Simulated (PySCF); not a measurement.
# C4H6AlFO3: the cost of one run

Programs: PySCF 2.14.0, with routines of our own; each step states its level. All values are computed. Atoms count from 0.

### Step 1. The system as given

15 atoms, charge 0, multiplicity 1; geometry from: GFN2-xTB.

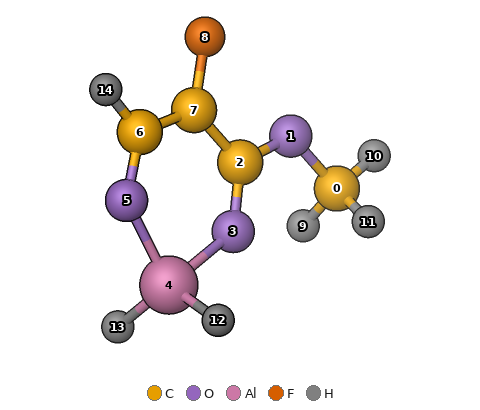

The starting geometry (carbon amber, oxygen purple, aluminium pink, fluorine orange, hydrogen grey); sticks join atoms by distance alone.

### Step 2. Magnetic properties: GIAO PBE/pcSseg-1

Job settings and geometry (Å):

```
{"job": {"kind": "mag", "xc": "PBE", "basis": "pcSseg-1", "isotopologues": 0}, "charge": 0, "multiplicity": 1}
C      2.516233    -0.627348     0.011120
O      1.703257     0.521621    -0.200433
C      0.403931     0.365962    -0.101478
O     -0.095424    -0.758124     0.170656
Al    -1.847107    -1.292987     0.374878
O     -2.413660     0.375754     0.035534
C     -1.774097     1.453791    -0.232771
C     -0.410746     1.513263    -0.313295
F      0.199830     2.686051    -0.601415
H      2.273839    -1.404976    -0.716352
H      3.541137    -0.288324    -0.115641
H      2.361931    -1.023727     1.016998
H     -1.989116    -1.644100     1.866957
H     -2.120804    -2.234090    -0.812050
H     -2.353619     2.365221    -0.404619
```

Level: GIAO PBE/pcSseg-1 magnetisability, rotational g tensor and spin-rotation constants, non-relativistic, gas phase.

Launch:

```
$ OMP_NUM_THREADS=1 python excited_run.py task.json out
```

One launch serves the whole session: the jobs run in the order shown.

**Question.** How long does this first job take on 1 thread of Intel Xeon 6975P-C, shared host, and how much memory does it need?

About 42 s, with a peak of 0.73 GiB.
